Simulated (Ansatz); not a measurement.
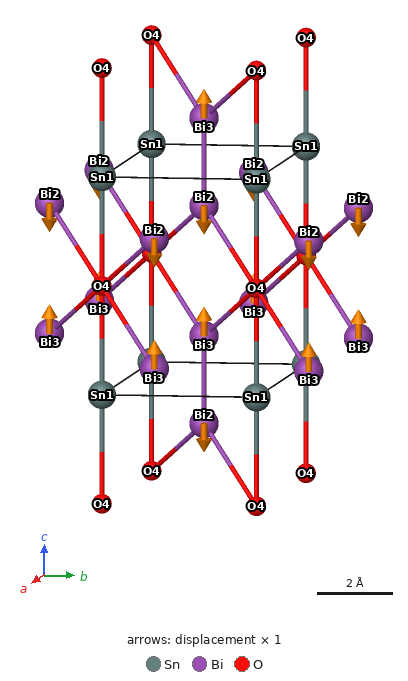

This is a relaxation of solid SnBi2O (a generated structure, set up in Cmmm) (coarse preliminary run). The starting structure is drawn; orange arrows show the displacements (the part carried along by the change of the cell is left out), at their true length.

The picture is a ball-and-stick view of the cell of the calculation, seen slightly off an axis.

Computed with DFT PBE, scalar-relativistic, plane waves, PAW (Ansatz 0.2.0). Set-up: plane-wave cutoff 420 eV; k-point mesh 4 × 4 × 4; occupations gaussian; smearing width 0.1 eV; no spin polarisation; cell and atoms relaxed; force threshold 0.04 eV/Å; at most 70 steps.

Which element moves most?

Answer. Bismuth: up to 0.81 Å, against 0.00 Å for oxygen.

What happened in the run?

Answer. The largest moves relative to the cell, 0.81 Å, are those of Bi2 and Bi3. Bi3 goes along +c. O and Sn stay in place. The drawn cell changes as follows: a = b 4.181 → 3.438 Å (−17.8 %), c 6.036 → 8.031 Å (+33.1 %), γ 104.6° → 104.1°; the volume changes by −9.8 %. Near-neighbour distances that change, for instance: Bi2–Bi3 2.430 → 4.853 Å, Sn1–O4 3.018 → 4.016 Å, Bi2–O4 3.768 → 3.142 Å, Bi2–O4 (another image) 3.128 → 2.645 Å. Bonds break: Bi2–Bi3 (2.43 → 4.85 Å). The space group stays Cmmm (No. 65). The energy falls by 1196 meV per atom in 17 accepted moves (19 points after the start). The largest force component goes from 11 to 0.013 eV/Å. Pressure: 17.22 GPa at the start and 0.13 GPa at the end. At 2 points the geometry stayed and the basis and grid were re-selected for the new cell (energy shift of 31.8 meV per atom at most each time). The run took 41 s on 1 thread of Intel(R) Xeon(R) 6975P-C (Granite Rapids) (shared host), peak memory 0.43 GiB.

Limits of the set-up: the k-point mesh is coarse for a cell with partly filled bands.
